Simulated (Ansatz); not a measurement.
## AlHClF: molecular dynamics

- system: AlHClF
- method: RKS r2SCAN/def2-SVP (Ansatz 0.2.0)

One setting was made poor on purpose. It belongs to a series of runs on one base structure; here: dynamics from the start. Figures and captions count atoms from 1; the log counts them from 0 in places.

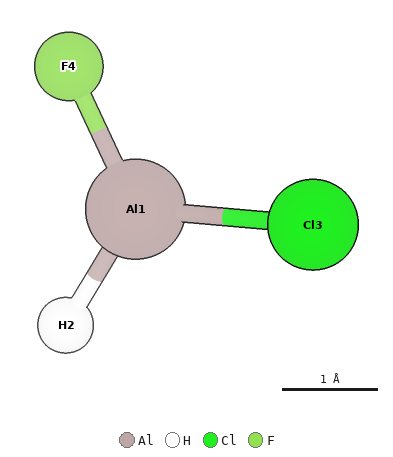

Fig. 1: The input geometry (ball-and-stick view, seen at a tilt; atoms are numbered from 1 in the order of the input). Sticks mark near contacts. Bond lengths as drawn: Al–Cl 2.09 Å, Al–F 1.66 Å and Al–H 1.56 Å.

**Input**
```yaml
crystal:
  periodic: [false, false, false]
  atoms:
    - { symbol: Al, position_ang: [0.034988, 0.0, -0.003426] }
    - { symbol: H, position_ang: [0.000617, 0.0, 1.56046] }
    - { symbol: Cl, position_ang: [1.816605, 0.0, -1.095001] }
    - { symbol: F, position_ang: [-1.38451, 0.0, -0.862033] }
basis:
  gaussian: { orbitals: def2-SVP }
hamiltonian:
  xc: r2scan
md:
  timestep: 3.0
  n_steps: 40
  ensemble: nvt_langevin
  temperature: 400.0
  initial_velocities: maxwell_boltzmann
  seed: 179402
  friction: 0.01
```

Run as:
```bash
ansatz run input.yaml --threads 1 --pin off --max-ram 2048MiB --backend cpu --events-out ev --progress --plain --runs-dir out
```

**The program's output**
```
Engine: ansatz 0.2.0, aarch64-unknown-linux-gnu
Functional definition: r2SCAN
  parameter k0 = 0.174
  parameter k1 = 0.065
  parameter a1 = 4.9479
  exchange = r2scan_x(k0 = k0, k1 = k1, a1 = a1)
  correlation = r2scan_c
594 factors; their error is unknown
mean field evaluation 1: about -21843.3878 eV, gradient 3.7e1 eV
mean field evaluation 2: about -21835.7324 eV, gradient 7.8e1 eV
mean field evaluation 4: about -21845.6341 eV, gradient 2.2e0 eV
mean field evaluation 8: about -21845.6495 eV, gradient 2.3e-2 eV
mean field evaluation 16: about -21845.6115 eV, gradient 3.5e-5 eV
mean field -21845.61145418 eV, -802.8114134539 hartree, gradient 3.5e-5 eV, S^2 0.000000; 0 other end points of the search recorded, 0 dependent functions left out
the calculation of the forces begins
reference -21845.61146423 eV, -802.8114138231 hartree; 20, 20 occupied and 35, 35 virtual orbitals, 594 factors
md step     0: t =     0.00 fs  T =   300.0 K  F+E_penalty+E_count = -21845.61145418 eV  E_kin = 0.155112 eV  (25 SCF iters)
these checks for a lower state are left out or cut short: starts, cluster_reference, orbital_swaps, neighbouring_geometries, increment
594 factors; their error is unknown
mean field -21845.59597252 eV, -802.8108445132 hartree, gradient 9.5e-6 eV, S^2 0.000000; 0 other end points of the search recorded, 0 dependent functions left out
[... from here on the field's lines of each further geometry are left out, up to the last ...]
md step     1: t =     3.00 fs  T =   289.6 K  F+E_penalty+E_count = -21845.59597252 eV  E_kin = 0.149742 eV  (27 SCF iters)
md step     2: t =     6.00 fs  T =   211.6 K  F+E_penalty+E_count = -21845.55808350 eV  E_kin = 0.109424 eV  (26 SCF iters)
md step     3: t =     9.00 fs  T =   170.0 K  F+E_penalty+E_count = -21845.52241003 eV  E_kin = 0.087899 eV  (28 SCF iters)
md step     4: t =    12.00 fs  T =   135.8 K  F+E_penalty+E_count = -21845.50491381 eV  E_kin = 0.070226 eV  (29 SCF iters)
md step     5: t =    15.00 fs  T =   169.3 K  F+E_penalty+E_count = -21845.51774207 eV  E_kin = 0.087522 eV  (29 SCF iters)
md step     6: t =    18.00 fs  T =   256.2 K  F+E_penalty+E_count = -21845.55430103 eV  E_kin = 0.132491 eV  (27 SCF iters)
md step     7: t =    21.00 fs  T =   322.2 K  F+E_penalty+E_count = -21845.59263959 eV  E_kin = 0.166601 eV  (26 SCF iters)
md step     8: t =    24.00 fs  T =   379.5 K  F+E_penalty+E_count = -21845.60875895 eV  E_kin = 0.196224 eV  (27 SCF iters)
md step     9: t =    27.00 fs  T =   336.8 K  F+E_penalty+E_count = -21845.59435054 eV  E_kin = 0.174130 eV  (27 SCF iters)
md step    10: t =    30.00 fs  T =   258.4 K  F+E_penalty+E_count = -21845.56800306 eV  E_kin = 0.133623 eV  (29 SCF iters)
md step    11: t =    33.00 fs  T =   205.0 K  F+E_penalty+E_count = -21845.55047567 eV  E_kin = 0.105968 eV  (28 SCF iters)
md step    12: t =    36.00 fs  T =   256.6 K  F+E_penalty+E_count = -21845.54146948 eV  E_kin = 0.132670 eV  (30 SCF iters)
md step    13: t =    39.00 fs  T =   235.8 K  F+E_penalty+E_count = -21845.54312253 eV  E_kin = 0.121939 eV  (28 SCF iters)
md step    14: t =    42.00 fs  T =   378.8 K  F+E_penalty+E_count = -21845.55655339 eV  E_kin = 0.195862 eV  (28 SCF iters)
md step    15: t =    45.00 fs  T =   409.4 K  F+E_penalty+E_count = -21845.57220513 eV  E_kin = 0.211692 eV  (28 SCF iters)
md step    16: t =    48.00 fs  T =   388.6 K  F+E_penalty+E_count = -21845.58324792 eV  E_kin = 0.200923 eV  (27 SCF iters)
md step    17: t =    51.00 fs  T =   472.7 K  F+E_penalty+E_count = -21845.59190891 eV  E_kin = 0.244410 eV  (27 SCF iters)
md step    18: t =    54.00 fs  T =   456.1 K  F+E_penalty+E_count = -21845.57578838 eV  E_kin = 0.235798 eV  (25 SCF iters)
md step    19: t =    57.00 fs  T =   387.2 K  F+E_penalty+E_count = -21845.53903106 eV  E_kin = 0.200213 eV  (26 SCF iters)
md step    20: t =    60.00 fs  T =   453.0 K  F+E_penalty+E_count = -21845.50065093 eV  E_kin = 0.234210 eV  (26 SCF iters)
md step    21: t =    63.00 fs  T =   481.6 K  F+E_penalty+E_count = -21845.48510404 eV  E_kin = 0.249000 eV  (27 SCF iters)
md step    22: t =    66.00 fs  T =   556.4 K  F+E_penalty+E_count = -21845.50589593 eV  E_kin = 0.287667 eV  (28 SCF iters)
md step    23: t =    69.00 fs  T =   590.6 K  F+E_penalty+E_count = -21845.50956432 eV  E_kin = 0.305387 eV  (28 SCF iters)
md step    24: t =    72.00 fs  T =   556.0 K  F+E_penalty+E_count = -21845.49979142 eV  E_kin = 0.287460 eV  (26 SCF iters)
md step    25: t =    75.00 fs  T =   541.6 K  F+E_penalty+E_count = -21845.45821797 eV  E_kin = 0.280003 eV  (27 SCF iters)
md step    26: t =    78.00 fs  T =   373.7 K  F+E_penalty+E_count = -21845.39986222 eV  E_kin = 0.193202 eV  (28 SCF iters)
md step    27: t =    81.00 fs  T =   499.6 K  F+E_penalty+E_count = -21845.40706012 eV  E_kin = 0.258315 eV  (28 SCF iters)
md step    28: t =    84.00 fs  T =   612.9 K  F+E_penalty+E_count = -21845.41890847 eV  E_kin = 0.316902 eV  (28 SCF iters)
md step    29: t =    87.00 fs  T =   688.8 K  F+E_penalty+E_count = -21845.42474807 eV  E_kin = 0.356130 eV  (27 SCF iters)
md step    30: t =    90.00 fs  T =   838.5 K  F+E_penalty+E_count = -21845.47266598 eV  E_kin = 0.433545 eV  (27 SCF iters)
md step    31: t =    93.00 fs  T =   787.4 K  F+E_penalty+E_count = -21845.42176890 eV  E_kin = 0.407096 eV  (28 SCF iters)
md step    32: t =    96.00 fs  T =   904.9 K  F+E_penalty+E_count = -21845.39232887 eV  E_kin = 0.467893 eV  (27 SCF iters)
md step    33: t =    99.00 fs  T =   847.2 K  F+E_penalty+E_count = -21845.36906465 eV  E_kin = 0.438022 eV  (28 SCF iters)
md step    34: t =   102.00 fs  T =   664.1 K  F+E_penalty+E_count = -21845.27751739 eV  E_kin = 0.343386 eV  (27 SCF iters)
md step    35: t =   105.00 fs  T =   642.9 K  F+E_penalty+E_count = -21845.28355206 eV  E_kin = 0.332385 eV  (28 SCF iters)
md step    36: t =   108.00 fs  T =   578.0 K  F+E_penalty+E_count = -21845.29941412 eV  E_kin = 0.298840 eV  (29 SCF iters)
md step    37: t =   111.00 fs  T =   681.7 K  F+E_penalty+E_count = -21845.33580113 eV  E_kin = 0.352490 eV  (25 SCF iters)
md step    38: t =   114.00 fs  T =   879.6 K  F+E_penalty+E_count = -21845.46518621 eV  E_kin = 0.454797 eV  (27 SCF iters)
md step    39: t =   117.00 fs  T =   934.9 K  F+E_penalty+E_count = -21845.54847220 eV  E_kin = 0.483377 eV  (26 SCF iters)
the calculation of the forces begins
reference -21845.56252673 eV, -802.8096154031 hartree; 20, 20 occupied and 35, 35 virtual orbitals, 594 factors
594 factors; their error is unknown
mean field -21845.56251666 eV, -802.8096150332 hartree, gradient 1.4e-5 eV, S^2 0.000000; 1 other end points of the search recorded, 0 dependent functions left out
the calculation of the forces begins
reference -21845.56252673 eV, -802.8096154031 hartree; 20, 20 occupied and 35, 35 virtual orbitals, 594 factors
md step    40: t =   120.00 fs  T =   793.7 K  F+E_penalty+E_count = -21845.56251666 eV  E_kin = 0.410355 eV  (25 SCF iters)
```

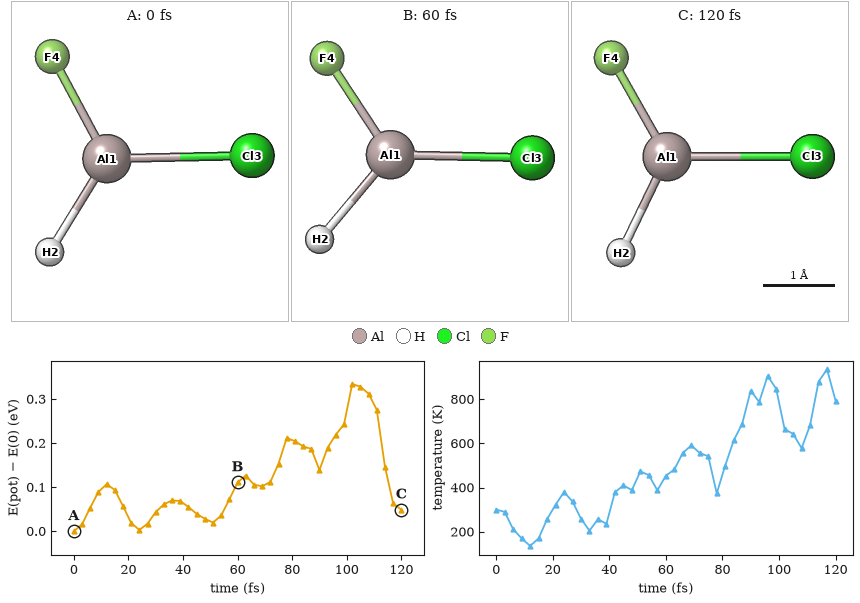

Fig. 2: Frames of the molecular dynamics (ball-and-stick, seen on its broad side) above the curves, on which the letters mark them. The trajectory kept here has 41 frames over 120 fs. The temperature starts at 300 K, ranges from 136 to 935 K and averages 662 K over the second half. The potential energy ends 0.049 eV above its first value. After an unweighted best fit of the last frame on the first, the root-mean-square displacement is 0.06 Å.

```
Total energy: -21845.56252673 eV, -802.8096154031 hartree
Atom 0 at     0.268211    -0.028647    -0.377367 Å, force     1.079239     0.215577    -0.103829 eV/Å
Atom 1 at     0.390825     0.595618     1.007925 Å, force    -0.176483     0.253540     0.618118 eV/Å
Atom 2 at     1.991730     0.004888    -1.559268 Å, force    -0.043009    -0.047522    -0.158290 eV/Å
Atom 3 at    -1.076808    -0.758921    -0.930373 Å, force    -0.859747    -0.421595    -0.355998 eV/Å
Dipole moment:    -0.045619     0.108645     0.203350 e Å
```

**Trajectory as extended XYZ (Å, eV, eV/Å), 22 of the 41 frames kept, from step=0 to step=40**
```
4
Properties=species:S:1:pos:R:3:forces:R:3 step=0 time_fs=0.0 energy=-21845.61145 temperature=300.0
Al    0.0350    0.0000   -0.0034   -0.0016   0.0000  -0.0005
H     0.0006    0.0000    1.5605    0.0008   0.0000   0.0004
Cl    1.8166    0.0000   -1.0950    0.0002   0.0000   0.0002
F    -1.3845    0.0000   -0.8620    0.0006   0.0000  -0.0001
4
Properties=species:S:1:pos:R:3:forces:R:3 step=2 time_fs=6.0 energy=-21845.55808 temperature=211.6
Al    0.0551   -0.0007   -0.0093   -0.7488   0.0176   0.6263
H    -0.1968    0.0200    1.5485    0.3847  -0.0046  -0.1069
Cl    1.8000    0.0184   -1.0978    0.5273   0.0010  -0.1910
F    -1.3703   -0.0286   -0.8451   -0.1632  -0.0139  -0.3284
4
Properties=species:S:1:pos:R:3:forces:R:3 step=4 time_fs=12.0 energy=-21845.50491 temperature=135.8
Al    0.0703    0.0054   -0.0173   -1.3762  -0.0217   0.5571
H    -0.2567    0.0345    1.5123    0.4950   0.0157   0.1585
Cl    1.7932    0.0413   -1.1041    0.8635   0.0183  -0.3714
F    -1.3706   -0.0613   -0.8368    0.0177  -0.0123  -0.3441
4
Properties=species:S:1:pos:R:3:forces:R:3 step=6 time_fs=18.0 energy=-21845.55430 temperature=256.2
Al    0.0668    0.0137   -0.0198   -1.1404  -0.0463   0.6109
H    -0.1638    0.0617    1.5372    0.3601   0.0206  -0.0661
Cl    1.7947    0.0625   -1.1120    0.7215   0.0276  -0.3394
F    -1.3735   -0.1001   -0.8386    0.0587  -0.0020  -0.2054
4
Properties=species:S:1:pos:R:3:forces:R:3 step=8 time_fs=24.0 energy=-21845.60876 temperature=379.5
Al    0.0451    0.0202   -0.0206    0.1642  -0.0701   0.3036
H     0.0315    0.0580    1.5530    0.0005   0.0327  -0.1386
Cl    1.8123    0.0836   -1.1287    0.0314   0.0270  -0.0339
F    -1.3760   -0.1352   -0.8475   -0.1962   0.0104  -0.1311
4
Properties=species:S:1:pos:R:3:forces:R:3 step=10 time_fs=30.0 energy=-21845.56800 temperature=258.4
Al    0.0339    0.0172   -0.0275    0.9380  -0.1717  -0.3770
H     0.2023   -0.0077    1.5186   -0.2635   0.0669   0.1578
Cl    1.8400    0.1016   -1.1487   -0.5391   0.0381   0.1843
F    -1.3834   -0.1650   -0.8598   -0.1355   0.0666   0.0350
4
Properties=species:S:1:pos:R:3:forces:R:3 step=11 time_fs=33.0 energy=-21845.55048 temperature=205.0
Al    0.0371    0.0143   -0.0344    0.8841  -0.2520  -0.5068
H     0.2361   -0.0431    1.5110   -0.3112   0.0863   0.1139
Cl    1.8514    0.1081   -1.1570   -0.6482   0.0497   0.2225
F    -1.3859   -0.1823   -0.8689    0.0753   0.1160   0.1703
4
Properties=species:S:1:pos:R:3:forces:R:3 step=13 time_fs=39.0 energy=-21845.54312 temperature=235.8
Al    0.0464    0.0065   -0.0563    0.8732  -0.2928  -0.3923
H     0.2407   -0.0552    1.5035   -0.3221   0.1018  -0.0906
Cl    1.8709    0.1204   -1.1744   -0.7528   0.0433   0.2702
F    -1.3799   -0.2215   -0.8856    0.2016   0.1477   0.2127
4
Properties=species:S:1:pos:R:3:forces:R:3 step=15 time_fs=45.0 energy=-21845.57221 temperature=409.4
Al    0.0624   -0.0068   -0.0941    0.5261  -0.3089   0.0611
H     0.1484   -0.0666    1.4936   -0.1574   0.1209  -0.3631
Cl    1.8786    0.1368   -1.1928   -0.5937   0.0386   0.2106
F    -1.3700   -0.2630   -0.9041    0.2250   0.1494   0.0914
4
Properties=species:S:1:pos:R:3:forces:R:3 step=17 time_fs=51.0 energy=-21845.59191 temperature=472.7
Al    0.0821   -0.0241   -0.1444   -0.0451  -0.2058   0.2580
H     0.0278   -0.0256    1.4311    0.0857   0.0875  -0.1539
Cl    1.8834    0.1480   -1.2089   -0.2447   0.0241   0.0242
F    -1.3639   -0.2954   -0.9197    0.2041   0.0942  -0.1282
4
Properties=species:S:1:pos:R:3:forces:R:3 step=19 time_fs=57.0 energy=-21845.53903 temperature=387.2
Al    0.1130   -0.0413   -0.1939   -0.7681  -0.0192   0.5858
H    -0.1041    0.0671    1.3461    0.3526   0.0493   0.1843
Cl    1.8837    0.1584   -1.2260    0.3627   0.0194  -0.2958
F    -1.3505   -0.3173   -0.9183    0.0528  -0.0495  -0.4743
4
Properties=species:S:1:pos:R:3:forces:R:3 step=21 time_fs=63.0 energy=-21845.48510 temperature=481.6
Al    0.1376   -0.0625   -0.2412   -1.0341   0.3185   1.4323
H    -0.1055    0.1922    1.3136    0.4525  -0.1010  -0.2557
Cl    1.8946    0.1667   -1.2497    0.7138  -0.0090  -0.5334
F    -1.3371   -0.3443   -0.9219   -0.1322  -0.2084  -0.6432
4
Properties=species:S:1:pos:R:3:forces:R:3 step=23 time_fs=69.0 energy=-21845.50956 temperature=590.6
Al    0.1423   -0.0777   -0.2691   -0.0201   0.4976   0.3949
H     0.0984    0.3336    1.2030    0.0434  -0.0289   0.6484
Cl    1.9179    0.1639   -1.2844    0.3750  -0.1422  -0.4787
F    -1.3243   -0.3771   -0.9376   -0.3983  -0.3265  -0.5645
4
Properties=species:S:1:pos:R:3:forces:R:3 step=25 time_fs=75.0 energy=-21845.45822 temperature=541.6
Al    0.1443   -0.0882   -0.2807    0.8064   0.9458   0.8109
H     0.3651    0.4670    1.1967   -0.4507  -0.3921  -0.1657
Cl    1.9420    0.1493   -1.3172   -0.0577  -0.2723  -0.4023
F    -1.3159   -0.4193   -0.9556   -0.2980  -0.2814  -0.2430
4
Properties=species:S:1:pos:R:3:forces:R:3 step=27 time_fs=81.0 energy=-21845.40706 temperature=499.6
Al    0.1558   -0.0860   -0.2775    0.5521   0.6676   0.1867
H     0.5083    0.4635    1.1850   -0.6910  -0.3913  -0.1949
Cl    1.9654    0.1331   -1.3479   -0.4154  -0.2911  -0.2639
F    -1.3190   -0.4750   -0.9662    0.5544   0.0147   0.2721
4
Properties=species:S:1:pos:R:3:forces:R:3 step=29 time_fs=87.0 energy=-21845.42475 temperature=688.8
Al    0.1761   -0.0722   -0.2715   -0.4481  -0.3859  -1.8115
H     0.4295    0.3108    1.1604   -0.2807   0.1445   1.0729
Cl    1.9903    0.1151   -1.3895   -0.7719  -0.1885   0.0722
F    -1.3205   -0.5364   -0.9747    1.5008   0.4299   0.6664
4
Properties=species:S:1:pos:R:3:forces:R:3 step=30 time_fs=90.0 energy=-21845.47267 temperature=838.5
Al    0.1862   -0.0639   -0.2755   -0.5450  -0.4281  -0.7652
H     0.3429    0.2326    1.2682   -0.2497  -0.0446  -0.1979
Cl    2.0014    0.1064   -1.4131   -0.9205  -0.1123   0.2822
F    -1.3138   -0.5638   -0.9762    1.7152   0.5850   0.6809
4
Properties=species:S:1:pos:R:3:forces:R:3 step=32 time_fs=96.0 energy=-21845.39233 temperature=904.9
Al    0.2083   -0.0475   -0.2851   -0.8596  -0.8936   0.0127
H     0.0966    0.0552    1.3531    0.2907   0.1625  -0.9980
Cl    2.0194    0.0833   -1.4587   -1.0694   0.0223   0.5970
F    -1.2769   -0.6094   -0.9658    1.6383   0.7089   0.3883
4
Properties=species:S:1:pos:R:3:forces:R:3 step=34 time_fs=102.0 energy=-21845.27752 temperature=664.1
Al    0.2271   -0.0392   -0.2967   -0.3443  -1.1206  -1.5809
H    -0.0879   -0.0727    1.1790    0.4799   0.4717   1.1191
Cl    2.0231    0.0584   -1.5002   -1.0393   0.1270   0.7385
F    -1.2146   -0.6537   -0.9455    0.9037   0.5219  -0.2767
4
Properties=species:S:1:pos:R:3:forces:R:3 step=36 time_fs=108.0 energy=-21845.29941 temperature=578.0
Al    0.2370   -0.0391   -0.3335    0.7320  -0.4311   1.0083
H    -0.0934   -0.0226    1.2625    0.7751   0.4706  -0.5940
Cl    2.0155    0.0385   -1.5291   -0.8113   0.1578   0.5851
F    -1.1438   -0.6825   -0.9224   -0.6957  -0.1973  -0.9994
4
Properties=species:S:1:pos:R:3:forces:R:3 step=38 time_fs=114.0 energy=-21845.46519 temperature=879.6
Al    0.2493   -0.0325   -0.3617    1.5566   0.3150   1.2973
H     0.1102    0.2407    1.2194    0.3475   0.2060  -0.5820
Cl    2.0035    0.0206   -1.5490   -0.4882   0.1186   0.2803
F    -1.0973   -0.7189   -0.9158   -1.4159  -0.6396  -0.9957
4
Properties=species:S:1:pos:R:3:forces:R:3 step=40 time_fs=120.0 energy=-21845.56252 temperature=793.7
Al    0.2682   -0.0286   -0.3774    1.0792   0.2156  -0.1038
H     0.3908    0.5956    1.0079   -0.1765   0.2535   0.6181
Cl    1.9917    0.0049   -1.5593   -0.0430  -0.0475  -0.1583
F    -1.0768   -0.7589   -0.9304   -0.8597  -0.4216  -0.3560
```

**Summary**

```tsv
quantity	value
outcome	finished
mean temperature over the second half	662 K
trajectory	40 steps, 120 fs
ensemble	nvt_langevin
temperature in the input	400.0 K
time step	3.0 fs
potential energy (last step)	−21845.5625 eV
mean-field energy (last step)	−21845.5625 eV
largest force (length of the vector) (last step)	1.105 eV/Å
hardware	1 thread of Arm Neoverse V2, 24 GiB of memory available, shared host
wall time	1.7 min
peak memory	0.11 GiB
```

**Remarks**

A deliberately poor setting: time step. So short a trajectory is not equilibrated. The logged temperature at the start can lie below the typed one, since it is counted over all degrees of freedom. The temperature stays far from the 400 K of the thermostat over the second half: the run isn't equilibrated.
